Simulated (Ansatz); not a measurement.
**BGeH6N: density, localisation and related maps**

Input file:

```
crystal:
  periodic: [false, false, false]
  atoms:
    - { symbol: B, position_ang: [-1.08157, 0.8894, -0.96994] }
    - { symbol: Ge, position_ang: [0.58489, 0.17831, -0.12109] }
    - { symbol: "N", position_ang: [0.20903, -1.26416, 0.93582] }
    - { symbol: H, position_ang: [-2.12951, 0.4501, -0.70738] }
    - { symbol: H, position_ang: [-1.03359, 1.76315, -1.74044] }
    - { symbol: H, position_ang: [1.41024, 1.21098, 0.64371] }
    - { symbol: H, position_ang: [1.62093, -0.38801, -1.05935] }
    - { symbol: H, position_ang: [0.97853, -1.68701, 1.43578] }
    - { symbol: H, position_ang: [-0.55895, -1.15275, 1.58289] }
basis:
  gaussian: { orbitals: def2-SVP }
hamiltonian:
  xc: pbe0
relax:
  f_tol: 0.015
  max_steps: 40
output:
  orbitals: {}
```

Launched as:

```sh
ansatz run input.yaml --threads 1 --pin off --max-ram 2048MiB --backend cpu --events-out ev --progress --plain --runs-dir out
```

The fields are those of the relaxed geometry.

The calculation used Ansatz 0.2.0, RKS PBE0/def2-SVP.

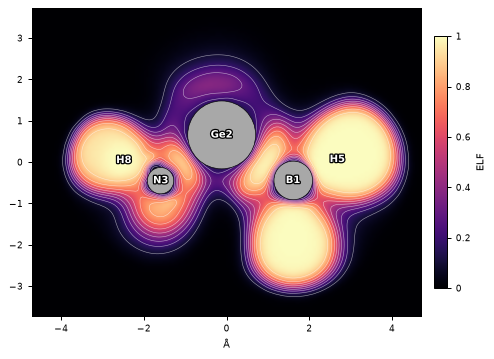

Figure 1. Electron localisation function on the plane of atoms Ge2, N3 and H8. Grey discs cover the atomic cores.

### Describe what can be read from this map.

- The section cuts through B, Ge, N and H sites.
- Ge–N (1.85 Å): the ELF peaks at about 0.90 in the valence shell of N, 0.6 Å from its nucleus, and is about 0.50 at the midpoint.
- Ge–B (2.06 Å): the ELF peaks at about 0.95 in the valence shell of B, 0.8 Å from its nucleus, and is about 0.85 at the midpoint.
- N–H (1.02 Å): the ELF climbs to about 1 towards the hydrogen, as it does in any bond to H; a covalent bond by its length.
- B–H (1.21 Å): the ELF climbs to about 1 towards the hydrogen; a covalent bond by its length.

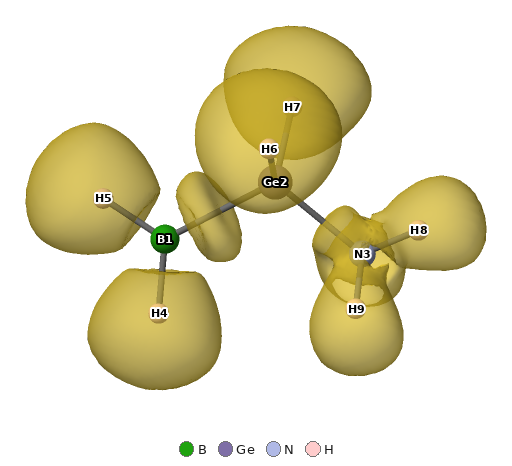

Figure 2. Isosurface of the electron localisation function at 0.75 (yellow), seen across its widest extent. Only the valence region is drawn (cores and ρ < 0.01 e/Å³ removed).

### Identify the bonds, lone pairs and shells in this picture.

The surface consists of one region between bonded B–Ge atoms (shared pairs), four regions around hydrogen nuclei and one joined region spread over several atoms (H, N), in which their bonds and any lone pairs are merged.

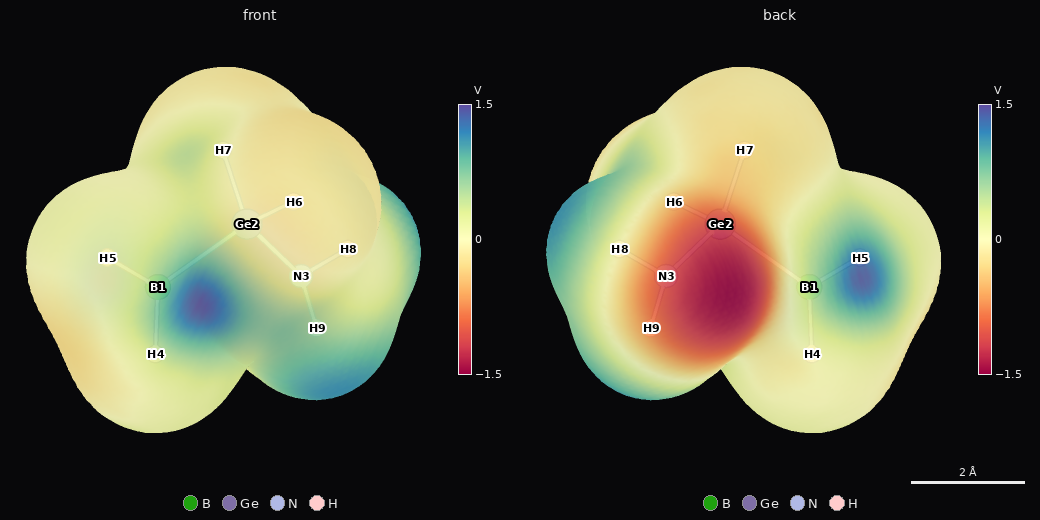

Figure 3. The electrostatic potential painted on the density surface at 0.001 e/bohr³, seen from the front and from behind; the colour scale runs from red (negative) to blue (positive).

### Describe the electrostatic potential map.

The most negative region (about −1.5 V) lies over N3, the most positive (about +1.4 V) over B1. N3 is the likeliest acceptor of a hydrogen bond.

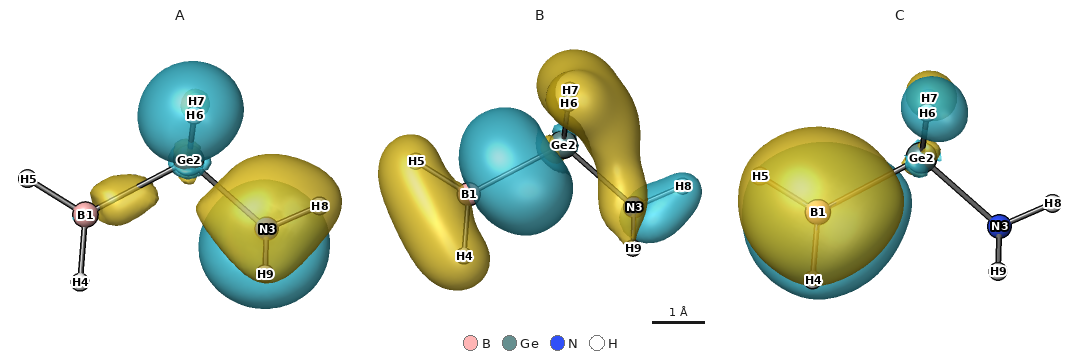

Figure 4. Three frontier orbitals at ±0.1 Å⁻³ᐟ² (yellow and cyan are the two phases), in no order.

### Which picture is the HOMO−1, the HOMO and the LUMO?

B is the HOMO−1 (−8.24 eV). Its weight (Hirshfeld) is mainly on Ge2 (about 35 %), B1 (about 35 %), N3 (about 5 %), H7 (about 5 %) and H4 (about 5 %). A is the HOMO (−6.95 eV). By Hirshfeld shares it lies mainly on N3 (about 65 %), Ge2 (about 10 %) and H6 (about 10 %). C is the LUMO (−2.27 eV). It lies mainly on B1 (about 65 %), Ge2 (about 15 %), H4 (about 5 %) and H5 (about 5 %).

### What is the HOMO–LUMO gap?

4.68 eV between the orbital energies.
